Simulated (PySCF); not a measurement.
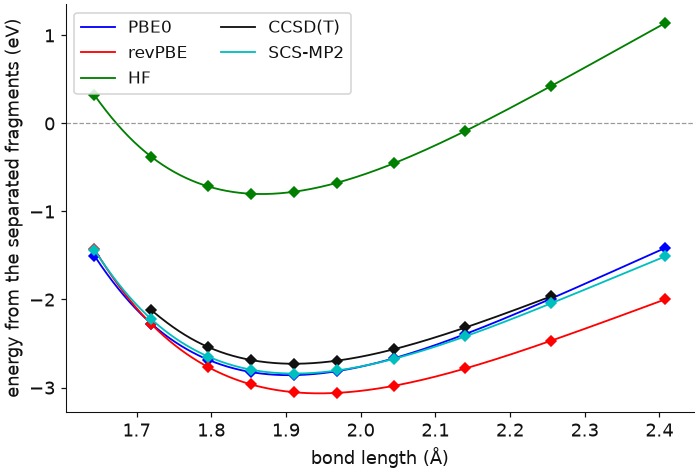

Bond curves of IF, singlet, def2-TZVPP (ECP), PySCF 2.14.0: energy from the separated fragments (atoms in their ground configurations, no counterpoise). One reference determinant with the occupation held, the lowest that a PBE0 search over spins and occupations found; no spin-orbit coupling. Splines pass through the computed points, which are marked. References: UKS for PBE0 and revPBE; RHF for HF, SCS-MP2 and CCSD(T). With revPBE, HF and SCS-MP2 the solution stays closed-shell at all points drawn; such a solution can't reach the open-shell fragments at long range. Where a curve rises through zero (HF), the held determinant is heading for a higher limit than these fragments.

Question: Where is the minimum of each curve?

Answer: PBE0: near 1.90 Å, −2.86 eV; revPBE: near 1.94 Å, −3.07 eV; HF: near 1.87 Å, −0.80 eV; CCSD(T): near 1.91 Å, −2.73 eV; SCS-MP2: near 1.91 Å, −2.84 eV (from the spline).

Question: Which curve follows CCSD(T) best, and which worst?

Answer: Best SCS-MP2, worst HF; largest departures, offsets in depth included: SCS-MP2 0.11, PBE0 0.15, revPBE 0.50, HF 2.39 eV, over the shared points. CCSD(T) is in the same finite basis, not at its limit.

Limits of at least one run: spin symmetry breaks on the stretched side; spin-orbit coupling is left out; it can lower the fragment I more than the molecule, and De with it.
